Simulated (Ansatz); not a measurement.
## Electronic structure of O3W (SMILES [O]=[W](=[O])=[O]) in real space

```xyz
4

O    -0.2375    0.2652    1.5550
W    -0.3664   -0.2837   -0.0652
O     1.0717   -1.1433   -0.4339
O    -0.4122    1.1015   -1.0763
```

Geometry: PBE0-D4/def2-TZVP; core potentials replace the inner electrons of W.

All numbers below come from Ansatz, isolated molecule in a Gaussian basis; Hartree-Fock.

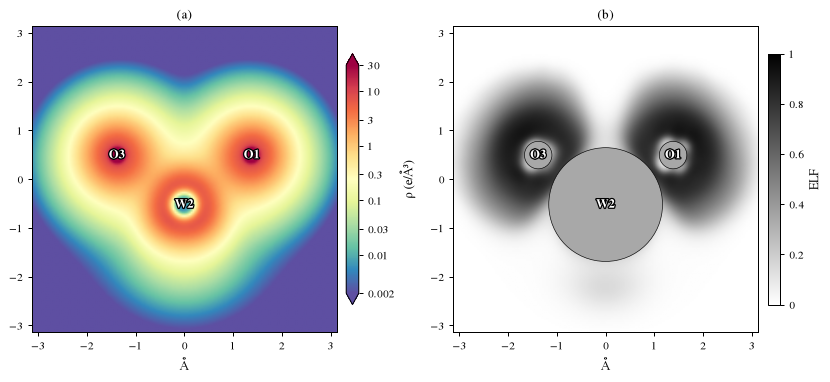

Figure 1. (a) electron density; (b) ELF on the plane of atoms O1, W2 and O3. Grey discs cover the atomic cores in the ELF map.

Q: Read the bonding off the picture.

A: The plane passes through O and W nuclei.
W–O (1.72 Å): the density is about 1.8 e/Å³ at the midpoint; the ELF peaks at about 0.80 in the valence shell of O, 0.5 Å from its nucleus, and is about 0.40 at the midpoint.

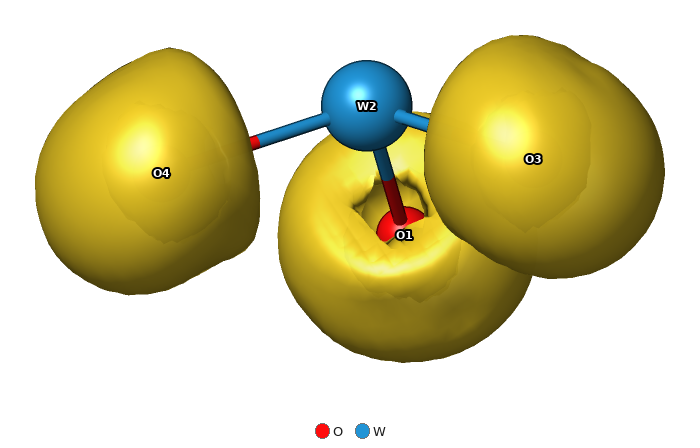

Figure 2. Isosurface of the ELF at 0.75 (yellow), seen from one side. Core shells and regions of very low density are left out.

Q: Where are the electrons localised?

A: At this value the surface marks out three regions wrapped around O (the valence shell of each).

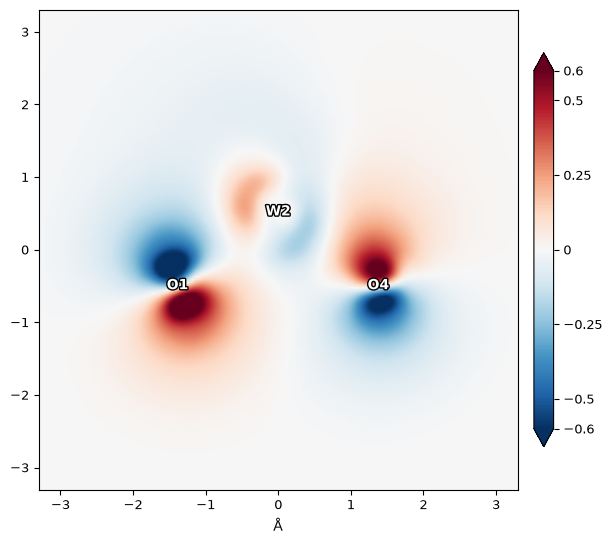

Figure 3. The HOMO on the plane of atoms O1, W2 and O4 (values in Å⁻³ᐟ²; the overall sign is arbitrary).

Q: What is the character of this orbital?

A: It lies mainly on O4 (about 40 %), O1 (about 25 %), O3 (about 25 %) and W2 (about 15 %); largely a combination of lone pairs on O4, O1 and O3. It is one of a degenerate set, so its orientation is arbitrary. Its energy is −12.97 eV.
